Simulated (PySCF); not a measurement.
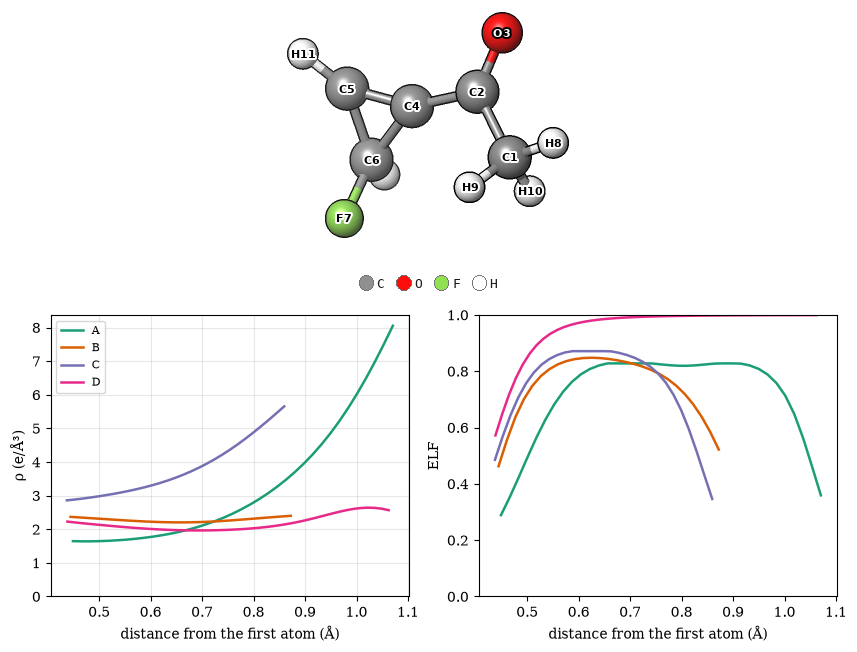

Figure 1: C₅H₅FO. Total electron density and ELF along straight lines between neighbouring atoms. The curves leave out the atomic cores. The structure is drawn too.

Geometry: GFN2-xTB.

Computed with PBE0/pcSseg-1, SCF density, gas phase, non-relativistic in PySCF 2.14.0.

```xyz
12

C    -1.7715    0.3634    0.1850
C    -0.8503   -0.7785    0.5165
O    -1.2108   -1.8554    0.9228
C     0.5558   -0.4647    0.2845
C     1.8254   -0.5422    0.6235
C     1.5161    0.3459   -0.5151
F     1.5623    1.7116   -0.3134
H    -2.7805    0.1389    0.5192
H    -1.4154    1.2820    0.6473
H    -1.7712    0.5139   -0.8940
H     2.5742   -0.8529    1.3099
H     1.7671    0.1372   -1.5474
```

Which curve belongs to which contact (C–C, C–F, C–H and C–O)? The first atom named is at distance zero.

Answer. Curve A: C–F (1.38 Å): the density is about 2.1 e/Å³ at the midpoint, with its minimum of 1.6 e/Å³ about 0.5 Å from C; the ELF peaks at about 0.85 between the atoms, as expected for a shared but strongly polarised pair. Curve B: C–C (1.32 Å): ρ is about 2.2 e/Å³ halfway; the ELF peaks at about 0.85 between the atoms; a multiple bond. Curve C: C–O (1.21 Å): ρ is about 3.3 e/Å³ halfway; the ELF peaks at about 0.85 between the atoms; a multiple bond. Curve D: C–H (1.06 Å): ρ is about 2.1 e/Å³ halfway; the ELF climbs to about 1 towards the hydrogen, as it does in any bond to H; a covalent bond by its length.
